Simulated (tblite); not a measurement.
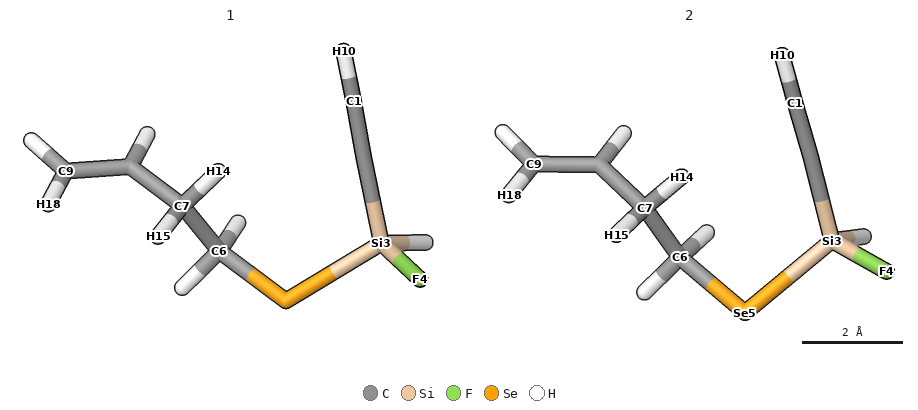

Two geometries of C6H9FSeSi, drawn at one scale. One is the start of a relaxation, the other its converged end. The picture is a stick view, seen at a tilt.

Method: tblite 0.8.0, GFN2-xTB geometry optimisation, gas phase. 

Q: Which geometry has the lower energy?

A: Structure 2 is the relaxed one. After 100 geometry steps the energy has fallen by 0.338 eV. An H atom moves most after the best rigid fit: 0.55 Å. By element the largest moves are H 0.55 Å, F 0.54 Å, C 0.36 Å, Se 0.33 Å, Si 0.26 Å. Among the contacts that change: F–Si 1.673 → 1.604 Å, C–Se 1.939 → 1.981 Å, C–H 1.115 → 1.092 Å, C–Si 1.830 → 1.849 Å. Bond angles that change, for instance: Si–Se–C 113.7° → 98.0°, Se–C–H 115.2° → 107.4°, C–C–H 117.3° → 122.1°. Cost: 1.5 s on 1 thread of Arm Neoverse N1 (shared host).
